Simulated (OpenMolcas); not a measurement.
# A ladder of methods for GeNH4Cl (SMILES [NH2][GeH2][Cl])

The species is GeNH4Cl (7 atoms), meant as a singlet with charge 0. As SMILES, `[NH2][GeH2][Cl]`. Geometry: relaxed at PBE0-D4/def2-TZVP. This is one conformer, not always the lowest.

```jsonl
{"atom": "N", "x (Å)": "-0.7929", "y (Å)": "0.5155", "z (Å)": "-0.7227"}
{"atom": "Ge", "x (Å)": "0.5799", "y (Å)": "0.0033", "z (Å)": "0.3532"}
{"atom": "Cl", "x (Å)": "0.3945", "y (Å)": "-2.0546", "z (Å)": "1.0345"}
{"atom": "H", "x (Å)": "-1.7009", "y (Å)": "0.5268", "z (Å)": "-0.2796"}
{"atom": "H", "x (Å)": "-0.8589", "y (Å)": "0.0147", "z (Å)": "-1.5977"}
{"atom": "H", "x (Å)": "0.5593", "y (Å)": "0.8649", "z (Å)": "1.6172"}
{"atom": "H", "x (Å)": "1.8802", "y (Å)": "0.0613", "z (Å)": "-0.4506"}
```

Each level gives the energy change with the Ge2–H7 bond stretched from 1.530 to 2.295 Å (eV). The values are calculated.

| level | kind | program | value (eV) | less CCSD(T)/cc-pVDZ | CPU time (all runs) |
| --- | --- | --- | --- | --- | --- |
| HF/cc-pVDZ (unrestricted) | Hartree–Fock | OpenMolcas | 2.31 | +0.35 | 11 s |
| SVWN5/cc-pVDZ (restricted) | LDA | OpenMolcas | 1.82 | -0.14 | 34 s |
| revPBE/cc-pVDZ (restricted) | GGA | OpenMolcas | 1.75 | -0.21 | 51 s |
| TPSS/cc-pVDZ (restricted) | meta-GGA | OpenMolcas | 1.90 | -0.06 | 71 s |
| r2SCAN/cc-pVDZ (restricted) | meta-GGA | OpenMolcas | 1.96 | 0.00 | 70 s |
| B3LYP/cc-pVDZ (restricted) | global hybrid | OpenMolcas | 1.91 | -0.05 | 45 s |
| B2PLYP/cc-pVDZ (restricted) | double hybrid | OpenMolcas | 2.02 | +0.06 | 39 s |
| MP2/cc-pVDZ (restricted) | perturbation theory | OpenMolcas | 2.16 | +0.20 | 11 s |
| CCSD(T)/cc-pVDZ (restricted) | coupled cluster or CI | OpenMolcas | 1.96 | 0.00 | 80 s |

CCSD(T)/cc-pVDZ (restricted) is the highest level here, not the true value. All-electron rows without a relativistic Hamiltonian named are non-relativistic. The first shape isn't each level's own minimum. The values span 1.75 to 2.31 eV. In the correlated wave-function rows the outer d shell of Ge is correlated, in sets not made for it. CPU times are rough (shared hosts, several kinds of processor): they show what a rung costs within a factor of a few.

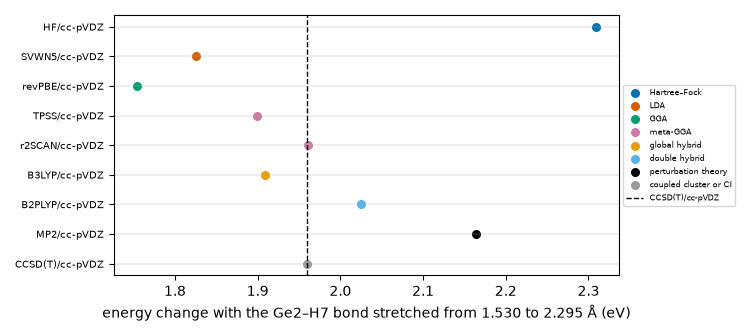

The values of the table, level by level.
